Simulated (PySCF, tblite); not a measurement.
**CH11N2Si3 radical, a small gas-phase stand-in for a defect centre (Si site with back bonds N[SiH3], N[SiH3], C): EPR parameters**

Wanted: the EPR parameters for `C[Si](N[SiH3])N[SiH3]`. It is drawn as: dangling bond.

Programs: tblite 0.8.0 and PySCF 2.14.0. All values are calculated, for the isolated system unless a continuum is named. Atoms count from 0, parts from 1.

## 1. The system as given

17 atoms, charge 0, multiplicity 2; geometry: distance geometry start.

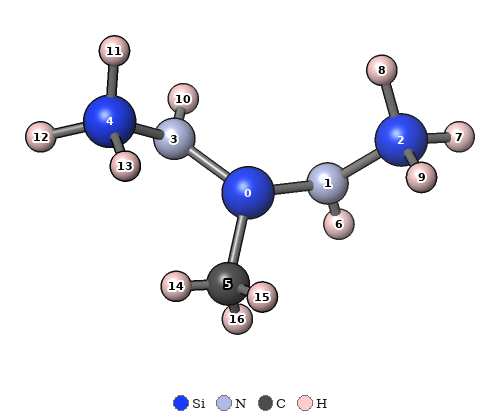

The starting geometry (silicon blue, nitrogen light blue, carbon dark grey, hydrogen pink), atoms numbered.

## 2. Geometry optimisation with GFN2-xTB

Job settings and geometry (Å):

```
{"job": {"kind": "relax", "xc": "GFN2-xTB", "basis": "xTB"}, "charge": 0, "multiplicity": 2}
Si     0.357156     1.430334    -0.748898
N     -1.180619     1.821734     0.194867
Si    -1.045785     1.639813     1.993268
N      0.324480    -0.076599    -1.719323
Si     1.941840    -0.816175    -2.138359
C      1.230640     2.890049    -1.500931
H     -1.730052     2.596432    -0.141819
H     -2.307569     1.981620     2.593337
H     -0.718896     0.291593     2.319411
H     -0.028921     2.484023     2.487898
H     -0.422683    -0.731030    -1.535739
H      2.111818    -1.994926    -1.411691
H      2.018602    -1.073614    -3.529977
H      2.982058     0.120802    -1.776177
H      1.835471     2.558102    -2.252858
H      1.748745     3.402849    -0.747498
H      0.482983     3.544969    -1.915390
```

Method: GFN2-xTB geometry optimisation, gas phase.

Command:

```
$ OMP_NUM_THREADS=1 python cluster_run.py task.json out
```

The driver reads the jobs from task.json and runs them one after another.

The program printed:

```text
step      E/eV     max force
  0    -510.70715    2.832
  1    -511.12427    1.655
  2    -511.24540    0.798
  3    -511.27726    0.681
  4    -511.32320    0.746
  5    -511.36154    0.695
  6    -511.39648    0.484
  7    -511.42169    0.409
  8    -511.44989    0.444
  9    -511.48113    0.494
 10    -511.51029    0.406
 11    -511.52530    0.290
 12    -511.53424    0.283
 13    -511.54780    0.369
 14    -511.56360    0.335
 15    -511.57633    0.362
 16    -511.58468    0.313
 17    -511.59170    0.235
 18    -511.59843    0.233
 19    -511.60569    0.216
 20    -511.61233    0.228
 21    -511.61781    0.212
 22    -511.62339    0.217
 23    -511.63003    0.273
 24    -511.63741    0.230
 25    -511.64601    0.335
 26    -511.65512    0.338
 27    -511.66352    0.251
 28    -511.67012    0.236
 29    -511.67556    0.201
 30    -511.68019    0.275
 31    -511.68575    0.244
 32    -511.68947    0.158
 33    -511.69155    0.131
 34    -511.69310    0.122
 35    -511.69497    0.130
 36    -511.69675    0.099
 37    -511.69781    0.085
 38    -511.69880    0.075
 39    -511.69982    0.079
 40    -511.70087    0.077
 41    -511.70177    0.086
 42    -511.70268    0.081
 43    -511.70377    0.092
 44    -511.70495    0.081
 45    -511.70586    0.062
 46    -511.70637    0.040
 47    -511.70674    0.056
 48    -511.70724    0.073
 49    -511.70795    0.069
 50    -511.70875    0.067
 51    -511.70948    0.070
 52    -511.71022    0.072
 53    -511.71114    0.079
 54    -511.71228    0.081
 55    -511.71341    0.079
 56    -511.71433    0.089
 57    -511.71518    0.078
 58    -511.71629    0.169
 59    -511.71760    0.130
 60    -511.71927    0.192
 61    -511.72078    0.091
 62    -511.72156    0.089
 63    -511.72304    0.055
 64    -511.72378    0.054
 65    -511.72487    0.092
 66    -511.72606    0.098
 67    -511.72790    0.126
 68    -511.73000    0.107
 69    -511.73138    0.102
 70    -511.73210    0.084
 71    -511.73264    0.077
 72    -511.73329    0.081
 73    -511.73468    0.081
 74    -511.73623    0.099
 75    -511.73830    0.096
 76    -511.73987    0.086
 77    -511.74039    0.197
 78    -511.74114    0.109
 79    -511.74179    0.131
 80    -511.74272    0.054
 81    -511.74391    0.122
 82    -511.74452    0.056
 83    -511.74564    0.077
 84    -511.74657    0.113
 85    -511.74787    0.098
 86    -511.74885    0.120
 87    -511.74929    0.089
 88    -511.75015    0.059
 89    -511.75081    0.052
 90    -511.75187    0.057
 91    -511.75252    0.057
 92    -511.75321    0.078
 93    -511.75368    0.070
 94    -511.75424    0.057
 95    -511.75455    0.051
 96    -511.75484    0.046
 97    -511.75505    0.033
 98    -511.75526    0.032
 99    -511.75544    0.033
100    -511.75566    0.037
101    -511.75583    0.027
102    -511.75600    0.033
103    -511.75619    0.030
104    -511.75640    0.038
105    -511.75658    0.033
106    -511.75668    0.023
107    -511.75676    0.020
108    -511.75683    0.020
109    -511.75691    0.019
110    -511.75702    0.029
111    -511.75717    0.035
112    -511.75738    0.038
113    -511.75766    0.035
114    -511.75795    0.036
115    -511.75820    0.037
116    -511.75844    0.044
117    -511.75877    0.047
118    -511.75917    0.060
119    -511.75956    0.041
120    -511.75988    0.039
121    -511.76013    0.052
122    -511.76040    0.057
123    -511.76074    0.046
124    -511.76106    0.039
125    -511.76128    0.032
126    -511.76146    0.046
127    -511.76171    0.057
128    -511.76211    0.059
129    -511.76257    0.061
130    -511.76296    0.043
131    -511.76315    0.029
132    -511.76335    0.037
133    -511.76357    0.049
134    -511.76403    0.061
135    -511.76453    0.070
136    -511.76507    0.044
137    -511.76550    0.047
138    -511.76582    0.092
139    -511.76626    0.065
140    -511.76688    0.063
141    -511.76889    0.073
142    -511.77007    0.106
143    -511.77230    0.101
144    -511.77005    0.358
145    -511.77461    0.106
146    -511.77594    0.096
147    -511.77957    0.164
148    -511.78142    0.129
149    -511.78359    0.128
150    -511.78527    0.117
151    -511.78740    0.124
152    -511.78903    0.096
153    -511.79125    0.146
154    -511.79247    0.137
155    -511.79393    0.085
156    -511.79505    0.072
157    -511.79633    0.083
158    -511.79730    0.080
159    -511.79808    0.077
160    -511.79856    0.074
161    -511.79919    0.071
162    -511.79995    0.084
163    -511.80082    0.094
164    -511.80164    0.085
165    -511.80237    0.063
166    -511.80298    0.072
167    -511.80374    0.061
168    -511.80465    0.076
169    -511.80559    0.072
170    -511.80639    0.090
171    -511.80726    0.070
172    -511.80823    0.073
173    -511.80844    0.210
174    -511.81040    0.125
175    -511.81158    0.089
176    -511.81400    0.169
177    -511.81527    0.095
178    -511.81740    0.090
179    -511.81965    0.139
180    -511.82055    0.102
181    -511.82167    0.069
182    -511.82256    0.135
183    -511.82354    0.101
184    -511.82446    0.092
185    -511.82522    0.151
186    -511.82580    0.087
187    -511.82628    0.060
188    -511.82682    0.071
189    -511.82740    0.064
190    -511.82792    0.046
191    -511.82829    0.055
192    -511.82858    0.035
193    -511.82881    0.047
194    -511.82909    0.039
195    -511.82938    0.057
196    -511.82961    0.043
197    -511.82983    0.033
198    -511.82999    0.026
199    -511.83011    0.031
200    -511.83018    0.028
201    -511.83018    0.028
202    -511.83211    0.048
203    -511.83224    0.121
204    -511.83322    0.028
205    -511.83343    0.137
206    -511.83490    0.073
207    -511.83598    0.062
208    -511.83676    0.097
209    -511.83832    0.115
210    -511.83825    0.196
211    -511.83646    0.610
212    -511.83517    0.267
213    -511.84016    0.176
214    -511.83949    0.229
215    -511.84015    0.238
216    -511.84129    0.163
217    -511.84333    0.050
218    -511.84312    0.133
219    -511.84397    0.059
220    -511.84420    0.064
221    -511.84460    0.039
222    -511.84479    0.087
223    -511.84455    0.087
224    -511.84494    0.062
225    -511.84501    0.060
226    -511.84521    0.013
227    -511.84525    0.025
228    -511.84532    0.022
229    -511.84542    0.018
230    -511.84546    0.023
231    -511.84551    0.014
232    -511.84555    0.012
233    -511.84560    0.022
234    -511.84564    0.015
235    -511.84570    0.012
236    -511.84576    0.019
237    -511.84583    0.029
238    -511.84591    0.028
239    -511.84601    0.027
240    -511.84611    0.033
241    -511.84619    0.025
242    -511.84629    0.031
243    -511.84633    0.023
244    -511.84636    0.021
245    -511.84637    0.021
246    -511.84639    0.009
247    -511.84639    0.006
```

It took 12 s on 1 thread of Arm Neoverse N1, shared host.

The steps of the relaxation:

```tsv
step	energy from step 0 (eV)	largest force (eV/Å)
0	0.0000	2.8318
10	-0.8031	0.4059
20	-0.9052	0.2271
30	-0.9730	0.2755
40	-0.9937	0.0767
50	-1.0016	0.0666
60	-1.0121	0.1916
70	-1.0249	0.0834
80	-1.0356	0.0535
90	-1.0447	0.0570
100	-1.0485	0.0371
110	-1.0499	0.0290
120	-1.0527	0.0395
130	-1.0558	0.0432
140	-1.0597	0.0628
150	-1.0781	0.1169
160	-1.0914	0.0739
170	-1.0992	0.0902
180	-1.1134	0.1028
190	-1.1208	0.0456
200	-1.1230	0.0285
210	-1.1311	0.1959
220	-1.1370	0.0638
230	-1.1383	0.0233
240	-1.1390	0.0332
247	-1.1392	0.0060
```

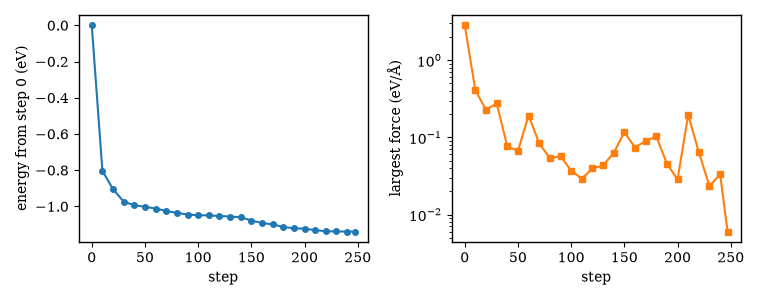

Energy and largest force along the relaxation.

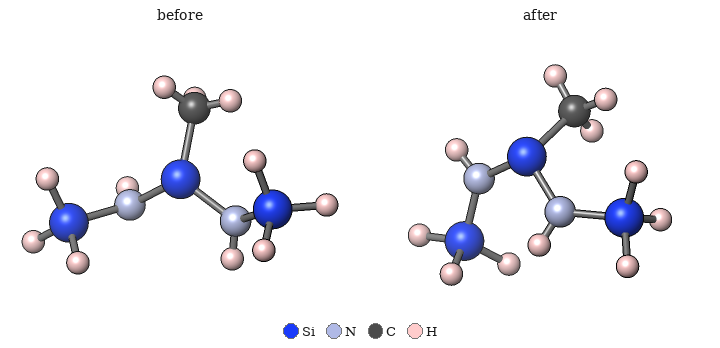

The geometry before (left) and after (right).

Distances of close pairs at the start and the end, largest changes first:

```tsv
bond	before (Å)	after (Å)	change (Å)
Si0–N1	1.846	1.745	-0.101
N3–Si4	1.827	1.727	-0.100
N1–Si2	1.813	1.730	-0.082
Si4–H11	1.395	1.463	+0.068
C5–H14	1.020	1.084	+0.064
Si2–H9	1.411	1.469	+0.058
Si0–N3	1.793	1.737	-0.056
Si4–H12	1.417	1.470	+0.053
```

## 3. Optimising the geometry at PBE0-D3(BJ)/def2-SVP

Job settings and geometry (Å):

```
{"job": {"xc": "PBE0", "basis": "def2-SVP", "d3": "d3bj", "grid": 2, "kind": "geom", "shake": 0.01}, "charge": 0, "multiplicity": 2}
Si     0.774958     0.677825     0.429125
N     -0.702722     1.131608     1.290040
Si    -2.062448     0.164315     1.777558
N      0.680031    -1.000034     0.113009
Si     1.315679    -1.928293    -1.192652
C      0.834520     1.640799    -1.238395
H     -0.740450     2.108641     1.538650
H     -2.916141     1.077764     2.506620
H     -2.723701    -0.407444     0.641604
H     -1.573209    -0.921101     2.666094
H      0.071530    -1.513563     0.784650
H      1.343069    -3.315773    -0.735362
H      0.487836    -1.784308    -2.416699
H      2.647466    -1.398946    -1.423032
H      1.700006     1.307810    -1.806071
H      0.902601     2.723978    -1.085724
H     -0.048538     1.436522    -1.829326
```

The program printed:

```text
step   0  E = -1021.82318924  max force = 0.030764
step   1  E = -1021.83310788  max force = 0.006273
step   2  E = -1021.83407019  max force = 0.002089
step   3  E = -1021.83463499  max force = 0.003798
step   4  E = -1021.83492085  max force = 0.002364
step   5  E = -1021.83504945  max force = 0.001194
step   6  E = -1021.83515793  max force = 0.001028
step   7  E = -1021.83530343  max force = 0.001985
step   8  E = -1021.83538232  max force = 0.001526
step   9  E = -1021.83542548  max force = 0.000677
step  10  E = -1021.83544803  max force = 0.000564
step  11  E = -1021.83546865  max force = 0.000939
step  12  E = -1021.83549168  max force = 0.000783
step  13  E = -1021.83550706  max force = 0.000641
step  14  E = -1021.83552174  max force = 0.000577
step  15  E = -1021.83553586  max force = 0.000725
step  16  E = -1021.83555148  max force = 0.000632
step  17  E = -1021.83556315  max force = 0.000447
optimisation converged
```

Wall time 11 min (1 thread of Arm Neoverse N1, shared host); peak memory 0.84 GiB.

Relaxation path:

```tsv
step	energy from step 0 (eV)	largest force component (eV/Å)
0	0.0000	1.5819
1	-0.2699	0.3226
2	-0.2961	0.1074
3	-0.3115	0.1953
4	-0.3192	0.1216
5	-0.3227	0.0614
6	-0.3257	0.0529
7	-0.3296	0.1021
8	-0.3318	0.0785
9	-0.3330	0.0348
10	-0.3336	0.0290
11	-0.3341	0.0483
12	-0.3348	0.0403
13	-0.3352	0.0330
14	-0.3356	0.0297
15	-0.3360	0.0373
16	-0.3364	0.0325
17	-0.3367	0.0230
```

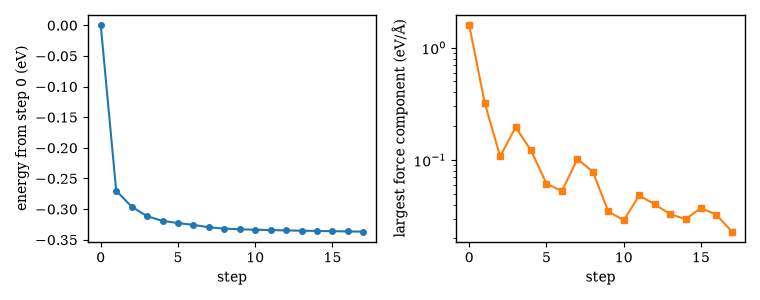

Energy and largest force along the relaxation.

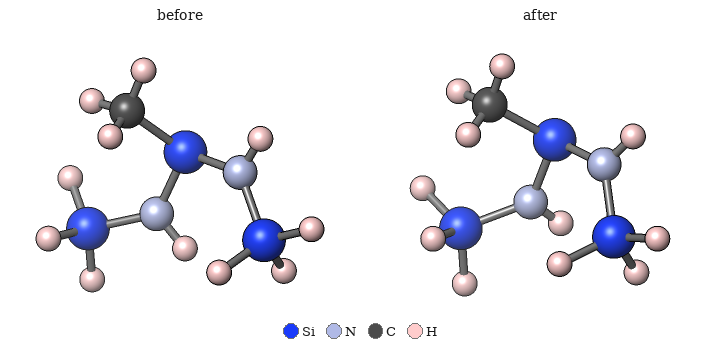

The geometry before (left) and after (right).

Close pairs (by a distance rule), those that changed most:

```tsv
bond	before (Å)	after (Å)	change (Å)
Si2–H8	1.433	1.494	+0.060
Si2–H7	1.447	1.496	+0.048
Si4–H13	1.452	1.498	+0.046
Si0–N3	1.710	1.752	+0.042
Si0–C5	1.927	1.884	-0.042
Si4–H11	1.461	1.494	+0.032
N3–H10	1.042	1.017	-0.024
N3–Si4	1.724	1.746	+0.023
```

The end geometry stands in the next job.

```tsv
at the end point	value
point group (found at 0.08 Å tolerance)	C1
rotational constants (GHz, main isotopes)	2.295, 1.202, 0.899
dipole moment (D)	0.91
⟨S²⟩	0.752
```

## 4. EPR parameters: B3LYP/IGLO-III+pcH-1

Job settings and geometry (Å):

```
{"job": {"kind": "epr"}, "charge": 0, "multiplicity": 2}
Si     0.814314     0.891147     0.535439
N     -0.725415     1.252337     1.277614
Si    -2.019292     0.095501     1.479697
N      0.826272    -0.854140     0.381140
Si     1.040865    -1.843470    -1.041439
C      0.991811     1.599379    -1.201837
H     -0.847187     2.150679     1.735138
H     -3.175536     0.834386     2.074601
H     -2.439446    -0.503824     0.177420
H     -1.674914    -1.031270     2.405427
H      0.834028    -1.371788     1.256814
H      0.937413    -3.271509    -0.616459
H     -0.007693    -1.553472    -2.066763
H      2.370450    -1.639708    -1.699939
H      1.955959     1.316347    -1.652445
H      0.936219     2.698056    -1.182273
H      0.175442     1.230469    -1.846552
```

With the program's defaults for keys left out, this is: UKS B3LYP, IGLO-III on C N Si, pcH-1 on H, non-relativistic, mean-field spin-orbit, GIAO.

The program printed:

```text
UKS, coarse grid
  cycle   1  E = -1022.81007086  |g| = 5.39e-01
  cycle   2  E = -1022.63166039  |g| = 8.17e-01
  cycle   3  E = -1022.92235274  |g| = 9.88e-02
  cycle   4  E = -1022.92603243  |g| = 4.12e-02
  cycle   5  E = -1022.92686156  |g| = 7.89e-03
  cycle   6  E = -1022.92689035  |g| = 1.51e-03
  cycle   7  E = -1022.92689209  |g| = 5.69e-04
UKS, final grid
  cycle   1  E = -1022.92691477  |g| = 5.38e-04
  cycle   2  E = -1022.92691473  |g| = 6.60e-04
  cycle   3  E = -1022.92691491  |g| = 1.22e-04
  cycle   4  E = -1022.92691492  |g| = 2.17e-05
E = -1022.92691492 Eh   <S^2> = 0.7516 (exact 0.7500)
g shifts (ppm)      1          2          3
  rmc          -163       -163       -163
  gc             67         28         86
  oz_so        -721        127        394
  total        -817         -8        317
hyperfine (MHz)  atom isotope    a_iso     a_fc   dipolar eigenvalues
    0  29Si    -658.83    -659.90   -130.23     64.14     66.09
    1   14N      26.12      26.12     -4.49     -4.12      8.61
    2  29Si      -7.94      -7.97     -4.68      2.13      2.55
    3   14N      10.06      10.06     -3.61     -3.32      6.94
    4  29Si      -4.73      -4.74     -2.80      1.27      1.53
    5   13C      84.22      84.22     -7.96     -7.28     15.24
    6    1H      -4.14      -4.15     -7.43     -3.48     10.92
    7    1H       3.65       3.65     -1.17     -0.79      1.97
    8    1H       6.10       6.10     -1.28     -0.67      1.95
    9    1H      -0.56      -0.56     -1.24     -0.97      2.20
   10    1H       0.50       0.49     -5.93     -3.05      8.98
   11    1H       3.56       3.56     -0.97     -0.85      1.81
   12    1H       4.18       4.18     -1.20     -0.75      1.95
   13    1H       2.36       2.36     -1.16     -1.01      2.17
   14    1H      -5.99      -5.99     -5.52     -2.26      7.78
   15    1H      -2.69      -2.69     -5.77     -2.82      8.58
   16    1H      43.33      43.33     -4.91     -0.38      5.29
```

Run time: 3.3 min. Hardware: 1 thread of Arm Neoverse N1, shared host; peak memory 1.5 GiB.

Principal g values 2.00150, 2.00231, 2.00264; g(iso) = 2.00215, against 2.00232 for a free electron.

Hyperfine couplings, nucleus by nucleus at this fixed geometry (no averaging over rotations):

```tsv
nuclei	isotope	a(iso) (MHz)	a(iso) (G, at g = 2.0023)	largest dipolar term (MHz)
Si0	29Si	-658.8	-235.1	-130.2
C5	13C	84.2	30.1	15.2
H16	1H	43.3	15.5	5.3
N1	14N	26.1	9.3	8.6
N3	14N	10.1	3.6	6.9
Si2	29Si	-7.9	-2.8	-4.7
H8	1H	6.1	2.2	1.9
H14	1H	-6.0	-2.1	7.8
Si4	29Si	-4.7	-1.7	-2.8
H12	1H	4.2	1.5	1.9
H6	1H	-4.1	-1.5	10.9
H7	1H	3.6	1.3	2.0
H11	1H	3.6	1.3	1.8
H15	1H	-2.7	-1.0	8.6
```

Mulliken spin populations:

Si0 0.81; N1 0.04; Si2 0.02; N3 0.04; Si4 0.01; C5 0.04; H6 0.00; H7 0.00; H8 0.00; H9 0.00; H10 0.00; H11 0.00; H12 0.00; H13 0.00; H14 0.00; H15 0.00; H16 0.03

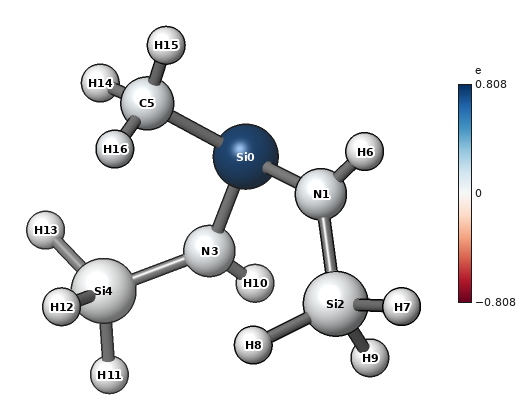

Mulliken spin populations, as colours on the atoms.

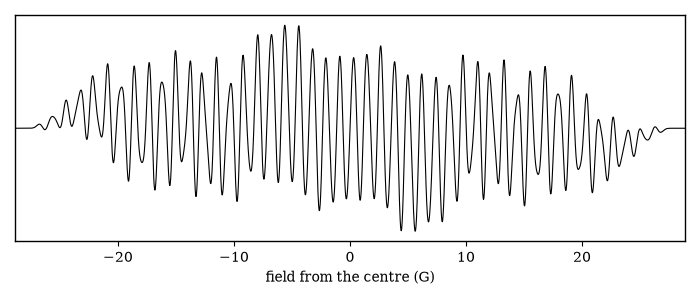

First-order isotropic spectrum (first derivative, main isotopes with spin only, couplings over 0.8 MHz, Gaussian width 0.3 G; couplings of the frozen geometry, rotation of groups not averaged beyond the rows shown).

## 5. EPR parameters: BHandHLYP/IGLO-III+pcH-1

The job, as its differences from that of step 4:

```diff
@@ -1,2 +1,2 @@
-{"job": {"kind": "epr"}, "charge": 0, "multiplicity": 2}
+{"job": {"kind": "epr", "xc": "BHandHLYP"}, "charge": 0, "multiplicity": 2}
 Si     0.814314     0.891147     0.535439
```

Method: UKS BHandHLYP, IGLO-III on C N Si, pcH-1 on H, non-relativistic, mean-field spin-orbit, GIAO.

The program printed:

```text
UKS, coarse grid
  cycle   1  E = -1022.68609433  |g| = 4.01e-01
  cycle   2  E = -1022.69375806  |g| = 3.97e-01
  cycle   3  E = -1022.75811583  |g| = 5.52e-02
  cycle   4  E = -1022.75958042  |g| = 2.05e-02
  cycle   5  E = -1022.75981461  |g| = 5.07e-03
  cycle   6  E = -1022.75983791  |g| = 1.58e-03
  cycle   7  E = -1022.75984122  |g| = 4.28e-04
UKS, final grid
  cycle   1  E = -1022.75985614  |g| = 2.22e-04
  cycle   2  E = -1022.75985623  |g| = 1.25e-04
  cycle   3  E = -1022.75985625  |g| = 7.94e-05
  cycle   4  E = -1022.75985626  |g| = 3.71e-05
  cycle   5  E = -1022.75985626  |g| = 6.27e-06
E = -1022.75985626 Eh   <S^2> = 0.7525 (exact 0.7500)
g shifts (ppm)      1          2          3
  rmc          -165       -165       -165
  gc             70         26         88
  oz_so        -809        109        314
  total        -904        -29        238
hyperfine (MHz)  atom isotope    a_iso     a_fc   dipolar eigenvalues
    0  29Si    -694.25    -695.33   -136.98     66.86     70.12
    1   14N      26.55      26.55     -4.34     -3.94      8.28
    2  29Si      -6.93      -6.95     -4.23      1.93      2.30
    3   14N      11.66      11.66     -3.53     -3.22      6.75
    4  29Si      -3.71      -3.72     -2.57      1.17      1.40
    5   13C      84.79      84.80     -7.99     -7.07     15.06
    6    1H      -4.86      -4.86     -7.52     -3.56     11.08
    7    1H       3.75       3.75     -1.10     -0.80      1.90
    8    1H       4.89       4.89     -1.23     -0.72      1.95
    9    1H      -1.11      -1.11     -1.23     -0.99      2.22
   10    1H      -0.70      -0.71     -6.09     -3.12      9.20
   11    1H       3.38       3.38     -0.93     -0.83      1.77
   12    1H       3.35       3.35     -1.18     -0.77      1.95
   13    1H       1.44       1.44     -1.15     -1.04      2.19
   14    1H      -6.77      -6.77     -5.58     -2.33      7.92
   15    1H      -3.80      -3.80     -5.81     -2.87      8.68
   16    1H      43.12      43.11     -4.88     -0.29      5.17
```

Wall time 3.5 min (1 thread of Arm Neoverse N1, shared host); peak memory 1.4 GiB.

In short: g(iso) 2.00209.

## 6. Comparing the runs: EPR parameters

g, ⟨S²⟩ and isotropic hyperfine couplings (MHz), with basis size and wall time:

```tsv
run	g(iso)	⟨S²⟩	29Si Si0	13C C5	1H H16	14N N1	14N N3	functions	time
B3LYP/IGLO-III+pcH-1	2.00215	0.752	-658.8	84.2	43.3	26.1	10.1	347	3.3 min
BHandHLYP/IGLO-III+pcH-1	2.00209	0.752	-694.3	84.8	43.1	26.5	11.7	347	3.5 min
```

## 7. Outcome

```
                            quantity                    value
                         point group                       C1
rotational constants (main isotopes)     2.29, 1.20, 0.90 GHz
                      g(iso) (B3LYP)                  2.00215
                                ⟨S²⟩       0.752 (exact 0.75)
                      largest a(iso)  29Si on Si0, -658.8 MHz
```

The start of the PBE0/def2-SVP relaxation was shaken at random by about 0.01 Å, so part of the energy gained, and of the first lengths quoted, undoes that. Over 17 steps the energy fell by 0.337 eV; of the close pairs, Si2–H8 changed most, 1.433 to 1.494 Å (PBE0/def2-SVP). Si0 carries the largest spin population, 0.81 e. The isotropic g lies 0.2 ppt below the free-electron value. The coupling of 29Si on Si0 runs from -694.3 (BHandHLYP/IGLO-III+pcH-1) to -658.8 MHz (B3LYP/IGLO-III+pcH-1). A capped cluster stands for the solid here, so long-range fields and strain are missing, and bands or shifts of the capping hydrogens have no counterpart in it.
